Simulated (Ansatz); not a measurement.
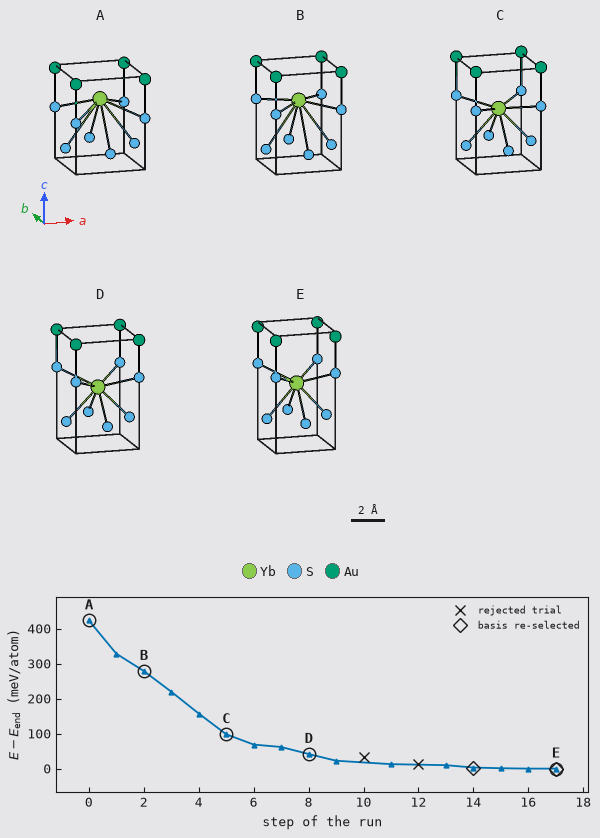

Frames of a relaxation of crystalline YbAuS3 (a generated structure, set up in P4mm) (coarse preliminary run), marked on the history of the run. Style: ball-and-stick. Shown: the cell of the calculation, slightly off an axis.

All numbers below come from DFT PBE, scalar-relativistic, plane waves, PAW in Ansatz. (plane-wave cutoff 420 eV; k-point mesh 4 × 4 × 4; occupations gaussian; smearing width 0.1 eV; collinear spin; cell and atoms relaxed; force threshold 0.04 eV/Å; at most 70 steps)

What happens along the run?

The largest move relative to the cell is that of the Yb atom, 1.29 Å along −c. Largest moves by element: Yb 1.29 Å, S 0.74 Å, Au 0.05 Å. The volume changes by −6.7 %, with a = b 4.408 → 3.796 Å (−13.9 %), c 5.865 → 7.375 Å (+25.8 %). Near-neighbour distances that change, for instance: S–Yb 3.649 → 5.584 Å, S–Yb 3.687 → 2.849 Å, S–S 3.117 → 2.684 Å, S–Yb 3.239 → 2.836 Å. Among the angles between lasting bonds that change: Yb–S–Au 74.2° → 108.9°, Au–S–Au 117.8° → 86.2°, S–Au–S 117.8° → 86.2°. The space group stays P4mm (No. 99). After 13 accepted moves (17 points after the start) the energy has fallen by 423 meV per atom. Largest force component: 1.6 eV/Å at the start, 0.011 eV/Å at the end. Pressure: −5.07 GPa at the start and 0.03 GPa at the end. The line search rejected the trial steps at points 10, 12 of the run. The SCF was repeated twice at an unchanged geometry on a basis and grid sized afresh for the cell, which shifted the energy by 6.8 meV per atom at most. The program noted that the starting moments weren't kept. The run may lie on a higher electronic state than the lowest, so the end point isn't shown to be the ground-state structure. From step 0 to 2: an S atom moves most (0.38 Å), volume −5.2 %, energy −144 meV per atom. From step 2 to 5: the Yb atom moves most (0.64 Å), volume +1.8 %, energy −181 meV per atom. From step 5 to 8: the Yb atom moves most (0.24 Å), volume +2.0 %, energy −56.4 meV per atom. From step 8 to 17: the Au atom moves most (0.23 Å), volume −5.3 %, energy −41.8 meV per atom.

```tsv
step	E − E(0), meV/atom	largest force component, eV/Å	pressure, GPa	volume, Å³/atom	note
0	0.00	1.5501	-5.07	22.790	
1	-95.02	0.8444	-0.33	21.827	
2	-144.43	0.6725	3.08	21.615	
3	-203.55	1.0169	0.74	21.970	
4	-265.86	1.1732	0.14	22.012	
5	-325.16	0.8735	0.25	21.997	
6	-354.62	0.3114	0.88	22.101	
7	-361.49	0.3077	-0.45	22.597	
8	-381.56	0.3859	-1.21	22.433	
9	-400.77	0.4804	-1.85	22.131	
10	-389.62	0.5561	1.40	20.451	rejected
11	-410.54	0.1957	-0.75	21.460	
12	-409.64	0.2946	1.63	20.740	rejected
13	-413.47	0.0372	-0.05	21.200	
14	-420.22	0.0185	0.42	21.200	same geometry, new basis
15	-422.18	0.0199	0.27	21.213	
16	-423.30	0.0112	0.03	21.253	
17	-423.32	0.0114	0.03	21.253	same geometry, new basis
```

Limits of the set-up: 4f states are treated without a Hubbard U.
